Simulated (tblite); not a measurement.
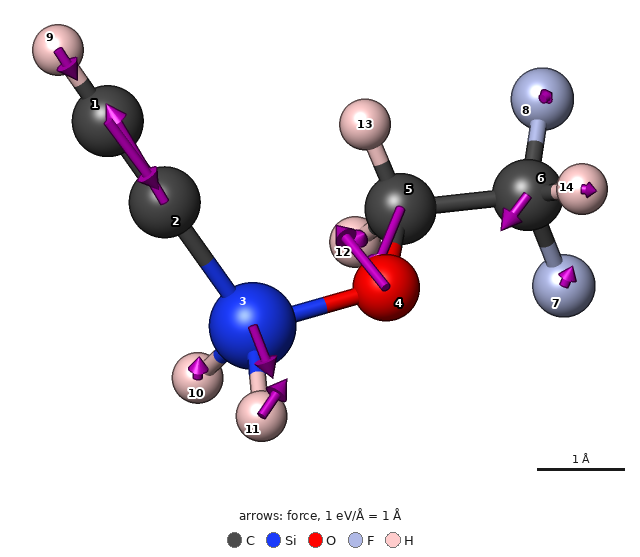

Starting geometry of C4H6F2OSi with the computed forces as purple arrows. Style: ball-and-stick. Shown at a tilt.

Computed with GFN2-xTB geometry optimisation, gas phase in tblite. 

Is this structure relaxed? If not, where do the atoms go?

It isn't relaxed: the largest force vector, on C2, is 1.41 eV/Å. The final displacements have little in common with the starting forces (cosine between the two patterns 0.23). The energy falls by 4.04 kcal/mol in 49 geometry steps. The largest move after the best rigid fit is that of H11, 0.39 Å. Largest moves by element: H 0.39 Å, O 0.21 Å, F 0.17 Å, C 0.09 Å, Si 0.06 Å. Among the contacts that change: O4–C5 1.433 → 1.383 Å, Si3–O4 1.668 → 1.634 Å, Si3–H11 1.477 → 1.453 Å, Si3–H10 1.484 → 1.466 Å. Among the angles between lasting bonds that change: Si3–O4–C5 118.6° → 128.8°, O4–Si3–H11 108.1° → 98.3°, H10–Si3–H11 108.2° → 117.0°.
